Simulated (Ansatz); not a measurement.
**C₂H₇AlOSi: basis-set convergence**

How large a basis does C₂H₇AlOSi need? Two functionals are run in growing sets.

The runs use Ansatz 0.2.0, Gaussian basis; one geometry, several basis sets.

The runs, in order: PBE0-D4/def2-SVP; ωB97M-V/def2-SVP; PBE0-D4/def2-QZVPP; ωB97M-V/def2-QZVPP; the functionals' def2-TZVPP values are taken from earlier runs.

**1. The geometry**

All runs share one geometry, relaxed beforehand with PBE0-D4 in a triple-zeta def2 set.

12 atoms, charge 0, spin multiplicity 1.

Atoms are counted from 1 here; the program's logs count them from 0.

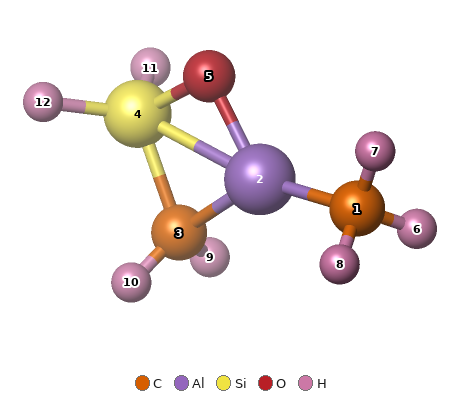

The structure; carbon orange, aluminium purple, silicon yellow, oxygen red, hydrogen pink; atoms are numbered from 1 in the order of the file.

**2. PBE0-D4 in def2-SVP**

in.yaml

```yaml
crystal:
  periodic: [false, false, false]
  atoms:
    - {symbol: C, position_ang: [-1.507614, 0.729251, 1.786981]}
    - {symbol: Al, position_ang: [-0.335914, 0.047684, 0.404237]}
    - {symbol: C, position_ang: [0.922272, 0.624543, -1.004307]}
    - {symbol: Si, position_ang: [1.029379, -1.237050, -1.248851]}
    - {symbol: O, position_ang: [-0.050082, -1.607880, -0.031460]}
    - {symbol: H, position_ang: [-2.326545, 1.311723, 1.353418]}
    - {symbol: H, position_ang: [-1.944518, -0.082287, 2.373953]}
    - {symbol: H, position_ang: [-0.970759, 1.394772, 2.469473]}
    - {symbol: H, position_ang: [0.505414, 1.191348, -1.839489]}
    - {symbol: H, position_ang: [1.841138, 1.116033, -0.677734]}
    - {symbol: H, position_ang: [0.543046, -1.719629, -2.570548]}
    - {symbol: H, position_ang: [2.371182, -1.823908, -0.981771]}
basis:
  gaussian: {orbitals: def2-SVP}
hamiltonian: {xc: pbe0, dispersion: d4}
output: {orbitals: {seedname: orbitals}}
```

Started as:

```console
$ ansatz run in.yaml --threads 4 --pin off --events-out ev --progress --plain --max-ram 10444MiB
```

What it wrote:

```text
Functional definition: PBE0
  name "PBE0"
  cite "Adamo & Barone, J. Chem. Phys. 110, 6158 (1999) doi:10.1063/1.478522"
  cite "Perdew, Burke & Ernzerhof, Phys. Rev. Lett. 77, 3865 (1996) doi:10.1103/PhysRevLett.77.3865"
  parent pbe
  parameter a = 0.25
  parameter kappa = 0.804
  parameter beta = 0.06672455060314922
  exchange = (1 - a)*pbe_x(kappa = kappa, mu = beta*pi^2/3) + a*exact_x
  correlation = pbe_c(beta = beta)
1287 factors; their error is unknown
mean field evaluation 1: about -18680.4127 eV, gradient 7.6e1 eV
mean field evaluation 2: about -18667.2781 eV, gradient 1.1e2 eV
mean field evaluation 4: about -18692.8996 eV, gradient 4.1e0 eV
mean field evaluation 8: about -18692.9416 eV, gradient 5.0e-2 eV
mean field evaluation 16: about -18693.0865 eV, gradient 4.8e-5 eV
mean field -18693.08650238 eV, -686.9582583335 hartree, gradient 4.8e-5 eV, S^2 0.000000; 0 other end points of the search recorded, 0 dependent functions left out
reference -18693.08653623 eV, -686.9582595772 hartree; 27, 27 occupied and 86, 86 virtual orbitals, 1287 factors
Total energy: -18693.30395639 eV, -686.9662496208 hartree
```

Run time: 1.4 s. Hardware: 4 threads of Intel Xeon 6975P-C, shared host; peak memory 0.57 GiB.

**3. ωB97M-V in def2-SVP**

Edit in.yaml of step 2 so:

```diff
@@ -17,3 +17,3 @@
   gaussian: {orbitals: def2-SVP}
-hamiltonian: {xc: pbe0, dispersion: d4}
+hamiltonian: {xc: {name: wB97M-V}}
 output: {orbitals: {seedname: orbitals}}
```

Launched as before.

What it wrote, shortened:

```text
Functional definition: wB97M-V
  name "wB97M-V"
  cite "Mardirossian & Head-Gordon, J. Chem. Phys. 144, 214110 (2016) doi:10.1063/1.4952647"
  cite "Becke, J. Chem. Phys. 107, 8554 (1997) doi:10.1063/1.475007"
  cite "Vydrov & Van Voorhis, J. Chem. Phys. 133, 244103 (2010) doi:10.1063/1.3521275"
  # Of w^i u^j: cxij and so on, Table III.
[...]
  gx(w, u) = 1 - cx + cx01*u + cx10*w
  gss(w, u) = css00 + css04*u^4 + css10*w + css20*w^2 + css43*w^4*u^3
  gos(w, u) = cos00 + cos10*w + (cos20 + cos21*u)*w^2 + (cos60 + cos61*u)*w^6
[...]
      + integral(e_c_pw_mod_opposite_spin*gos(b97_w_opposite, b97_u_opposite)) + vv10(b, c)
1268 factors; their error is unknown
359 factors; integrals over basis functions are off by at most 7.1e-6 eV
[...]
mean field -18701.43376686 eV, -687.2650146451 hartree, gradient 4.3e-5 eV, S^2 0.000000; 0 other end points of the search recorded, 0 dependent functions left out
reference -18701.43381827 eV, -687.2650165344 hartree; 27, 27 occupied and 86, 86 virtual orbitals, 1268 factors
Total energy: -18701.43381827 eV, -687.2650165344 hartree
```

Wall time 4.8 s (4 threads of Intel Xeon 6975P-C, shared host); peak memory 0.57 GiB.

**4. PBE0-D4 in def2-QZVPP**

Edit in.yaml of step 3 so:

```diff
@@ -16,4 +16,4 @@
 basis:
-  gaussian: {orbitals: def2-SVP}
-hamiltonian: {xc: {name: wB97M-V}}
+  gaussian: {orbitals: "def2-QZVPP.json"}
+hamiltonian: {xc: pbe0, dispersion: d4}
 output: {orbitals: {seedname: orbitals}}
```

Same command.

What it wrote:

```text
Functional definition: PBE0
  name "PBE0"
  cite "Adamo & Barone, J. Chem. Phys. 110, 6158 (1999) doi:10.1063/1.478522"
  cite "Perdew, Burke & Ernzerhof, Phys. Rev. Lett. 77, 3865 (1996) doi:10.1103/PhysRevLett.77.3865"
  parent pbe
  parameter a = 0.25
  parameter kappa = 0.804
  parameter beta = 0.06672455060314922
  exchange = (1 - a)*pbe_x(kappa = kappa, mu = beta*pi^2/3) + a*exact_x
  correlation = pbe_c(beta = beta)
1748 factors; their error is unknown
mean field evaluation 1: about -18687.2229 eV, gradient 9.1e1 eV
mean field evaluation 2: about -18667.7710 eV, gradient 1.3e2 eV
mean field evaluation 4: about -18703.9285 eV, gradient 7.6e0 eV
mean field evaluation 8: about -18704.0544 eV, gradient 1.6e-1 eV
mean field evaluation 16: about -18704.0646 eV, gradient 7.5e-5 eV
mean field -18704.06456954 eV, -687.3616948604 hartree, gradient 7.5e-5 eV, S^2 0.000000; 0 other end points of the search recorded, 0 dependent functions left out
reference -18704.06461798 eV, -687.3616966403 hartree; 27, 27 occupied and 494, 494 virtual orbitals, 1748 factors
Total energy: -18704.28203814 eV, -687.3696866838 hartree
```

Wall time 13 s (4 threads of Intel Xeon 6975P-C, shared host); peak memory 2.1 GiB.

**5. ωB97M-V in def2-QZVPP**

Edit in.yaml of step 4 so:

```diff
@@ -17,3 +17,3 @@
   gaussian: {orbitals: "def2-QZVPP.json"}
-hamiltonian: {xc: pbe0, dispersion: d4}
+hamiltonian: {xc: {name: wB97M-V}}
 output: {orbitals: {seedname: orbitals}}
```

Launched as before.

What it wrote, shortened:

```text
Functional definition: wB97M-V
  name "wB97M-V"
  cite "Mardirossian & Head-Gordon, J. Chem. Phys. 144, 214110 (2016) doi:10.1063/1.4952647"
  cite "Becke, J. Chem. Phys. 107, 8554 (1997) doi:10.1063/1.475007"
  cite "Vydrov & Van Voorhis, J. Chem. Phys. 133, 244103 (2010) doi:10.1063/1.3521275"
  # Of w^i u^j: cxij and so on, Table III.
[...]
  gx(w, u) = 1 - cx + cx01*u + cx10*w
  gss(w, u) = css00 + css04*u^4 + css10*w + css20*w^2 + css43*w^4*u^3
  gos(w, u) = cos00 + cos10*w + (cos20 + cos21*u)*w^2 + (cos60 + cos61*u)*w^6
[...]
      + integral(e_c_pw_mod_opposite_spin*gos(b97_w_opposite, b97_u_opposite)) + vv10(b, c)
1685 factors; their error is unknown
455 factors; integrals over basis functions are off by at most 9.5e-6 eV
[...]
mean field -18712.56257645 eV, -687.6739908541 hartree, gradient 1.8e-5 eV, S^2 0.000000; 0 other end points of the search recorded, 0 dependent functions left out
reference -18712.56265373 eV, -687.6739936942 hartree; 27, 27 occupied and 494, 494 virtual orbitals, 1685 factors
Total energy: -18712.56265373 eV, -687.6739936942 hartree
```

Run time: 26 s. Hardware: 4 threads of Intel Xeon 6975P-C, shared host; peak memory 2.5 GiB.

**6. Density functionals: the series**

The def2-TZVPP values come from earlier runs at the same geometry.

```tsv
functional	basis	functions	energy (eV)	from the largest (eV)	HOMO (eV)	LUMO (eV)
PBE0-D4	def2-SVP	113	-18693.3040	10.978	-7.37	-0.35
PBE0-D4	def2-TZVPP	275	-18703.5523	0.730	-7.38	-0.42
PBE0-D4	def2-QZVPP	521	-18704.2820	0.000	-7.38	-0.49
ωB97M-V	def2-SVP	113	-18701.4338	11.129	-9.51	1.34
ωB97M-V	def2-TZVPP	275	-18711.8804	0.682	-9.53	1.13
ωB97M-V	def2-QZVPP	521	-18712.5627	0.000	-9.53	0.71
```

**7. What came out**

```
                                       quantity           value
PBE0-D4: double and triple zeta above quadruple  10.98, 0.73 eV
ωB97M-V: double and triple zeta above quadruple  11.13, 0.68 eV
```

What this shows: For PBE0-D4 the step from double to triple zeta gains 10.25 eV and the next only 0.73 eV. These are total energies; as a rule much of such shifts cancels in differences, which this series doesn't test. The LUMO of ωB97M-V is positive and keeps falling with the basis (1.34 to 0.71 eV): an unbound level that the basis holds in place.

For PBE0-D4 the largest set took about 9 times as long as the smallest (13 s against 1.4 s).
